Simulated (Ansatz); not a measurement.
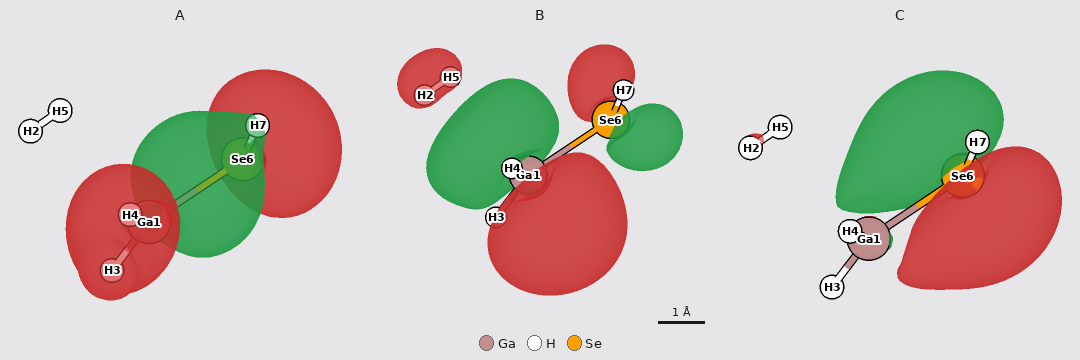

The picture shows: GaH₃Se···H₂. Three frontier orbitals at ±0.08 Å⁻³ᐟ² (green and red are the two phases), in no order.

Theory: UKS PBE0/def2-TZVP (Ansatz).

```xyz
7

Ga   -0.8705   -0.1868    0.1499
H     1.0266   -0.3524   -2.0148
H    -1.2937   -1.6311   -0.2624
H    -1.2811    1.1385   -0.5647
H     1.4599   -0.3231   -1.4038
Se    0.4304   -0.0549    2.0759
H     0.5286    1.4097    2.0199
```

Order the three orbitals by energy and name them.

Answer. A is the HOMO−1 (−8.26 eV). By Hirshfeld shares it lies mainly on Se6 (about 60 %), Ga1 (about 20 %) and H4 (about 10 %). C is the HOMO (−7.26 eV). By Hirshfeld shares it lies mainly on Se6 (about 85 %) and Ga1 (about 10 %); largely a lone pair of Se6. B is the LUMO (−1.29 eV). Its weight (Hirshfeld) is mainly on Ga1 (about 70 %) and Se6 (about 15 %).

What is the HOMO–LUMO gap?

Answer. 5.97 eV between the orbital energies.
